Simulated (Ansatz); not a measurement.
Input

```
crystal:
  lattice:
    - [2.9123817046, -3.5660119266, 0.0]
    - [2.9123817046, 3.5660119266, 0.0]
    - [0.0, 0.0, 3.1859226825]
  atoms:
    - { symbol: Li, position: [0.5, 0.5, 0.0] }
    - { symbol: Pd, position: [0.0, 0.5, 0.5] }
    - { symbol: Pd, position: [0.5, 0.0, 0.5] }
    - { symbol: "N", position: [0.2207366562, 0.7792633438, 0.0] }
    - { symbol: "N", position: [0.7792633438, 0.2207366562, 0.0] }
    - { symbol: "N", position: [0.0, 0.0, 0.5] }
basis:
  ecutwfc: 420
kpoints:
  mp_grid: { grid: [8, 8, 12] }
  band_path:
    path:
      - [[0.0, 0.0, 0.0], [-0.5, 0.5, 0.0], [-0.41675199, 0.58324801, 0.0]]
      - [[0.41675199, 0.41675199, 0.0], [0.0, 0.0, 0.0], [0.0, 0.0, 0.5], [0.41675199, 0.41675199, 0.5]]
      - [[-0.41675199, 0.58324801, 0.5], [-0.5, 0.5, 0.5], [-0.5, 0.5, 0.0]]
      - [[0.0, 0.0, 0.0], [0.0, 0.5, 0.0], [0.0, 0.5, 0.5], [0.0, 0.0, 0.5], [-0.5, 0.5, 0.5]]
    npoints: 14
hamiltonian:
  xc: pbe
scf:
  occupations: { method: gaussian, width: 0.1 }
  n_extra_bands: 15
output:
  forces: true
  stress: true
  eigenvalues: true
  populations: true
  dos: { projected: true, de: 0.02, nscf_kmesh: { grid: [10, 10, 15] } }
  bader: true
  write_density: true
  write_potential: true
  elf: true
  volumetric_format: npy
```

Command:

```sh
ansatz run input.yaml --threads 1 --pin off --max-ram 2560MiB --backend cpu --events-out ev --progress --plain --runs-dir out
```

Below, planes, directions and counts refer to the conventional cell (a = 5.82 Å, b = 7.13 Å, c = 3.19 Å, α = 90.00°, β = 90.00°, γ = 90.00°).

Space group Cmmm; a structure generated by program, which may or may not match a known phase.

The calculation used DFT PBE, scalar-relativistic, plane waves, PAW (Ansatz).

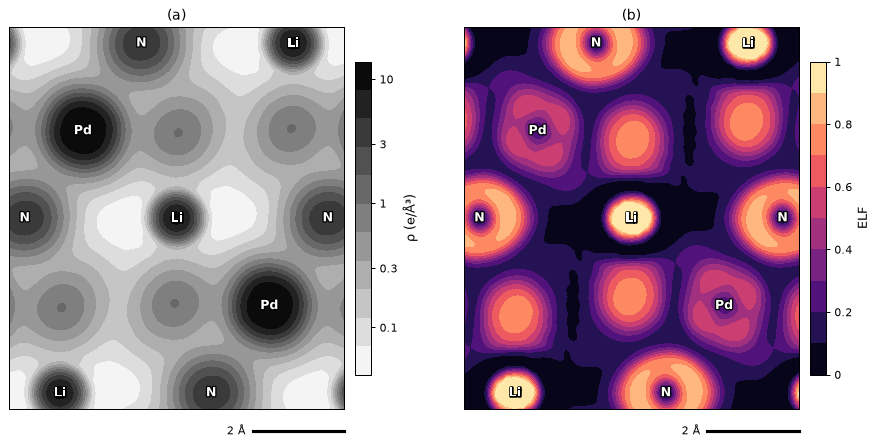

LiPd2N3. (a) valence electron density; (b) ELF on the (111) plane of the conventional cell.

Q: Interpret the plot.

A:
- Atoms in the plane: Li, Pd and N.
- Atoms just off the plane (N, 0.7 Å away) can leave unmarked features too.
- Pd–N (2.30 Å): ρ at the midpoint is about 0.46 e/Å³; the ELF peaks at about 0.85 in the valence shell of N, 0.6 Å from its nucleus, and drops to about 0.15 between the two atoms.
- Between the atoms the lowest density in this plane is 0.04 e/Å³.
- The features right at Li and Pd lie inside the PAW spheres, where the map follows smoothed inner orbitals and isn't to be read closely.
